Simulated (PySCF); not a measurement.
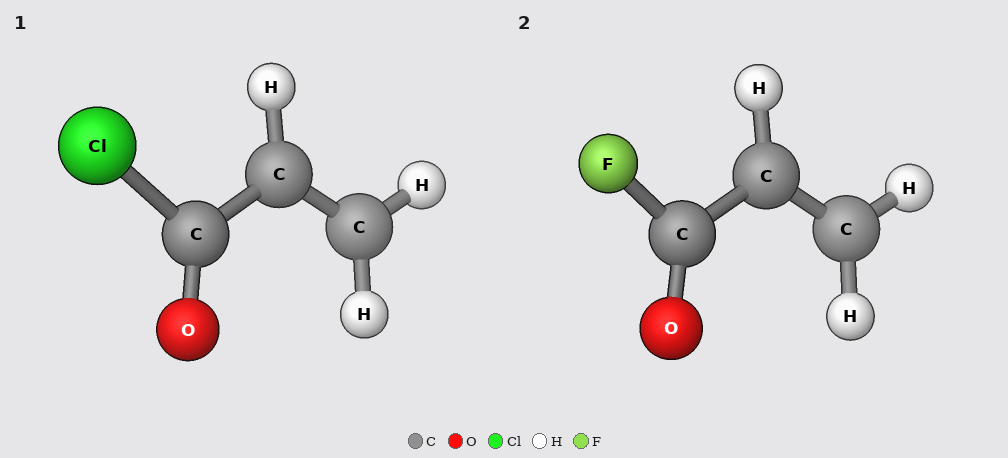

2 molecules with one skeleton, seen from the same side and at one scale. Charge 0, singlet. Computed geometries: GFN2-xTB optimisations, one conformation each. Properties computed with PySCF 2.14.0.

One atom differs, called X below: Cl in panel 1, F in panel 2. Their formulas are C3H3ClO (`C=CC(=O)Cl`), C3H3FO (`C=CC(=O)F`).

> In which is the HOMO energy (Kohn–Sham orbital) higher (PBE0/pcSseg-1)?

In panel 1 (X = Cl).

> In which is the dipole moment larger (PBE0/pcSseg-1)?

In panel 2 (X = F).

Give the values. With GFN2-xTB: length of X–C (Å), angle C–C–X (°). With PBE0/pcSseg-1: dipole moment (D), HOMO energy (Kohn–Sham orbital) (eV), HOMO–LUMO gap (eV), Hirshfeld charge of X (e), GIAO shielding of the C bonded to X (ppm).

```csv
quantity,1 (Cl),2 (F),2 − 1
length of X–C (Å),1.774,1.367,−0.407
angle C–C–X (°),111.7,110.8,−0.9
dipole moment (D),3.31,3.42,+0.11
HOMO energy (Kohn–Sham orbital) (eV),−8.64,−8.98,−0.34
HOMO–LUMO gap (eV),6.25,6.84,+0.59
Hirshfeld charge of X (e),−0.06,−0.10,−0.04
GIAO shielding of the C bonded to X (ppm),11.9,21.5,+9.6
```
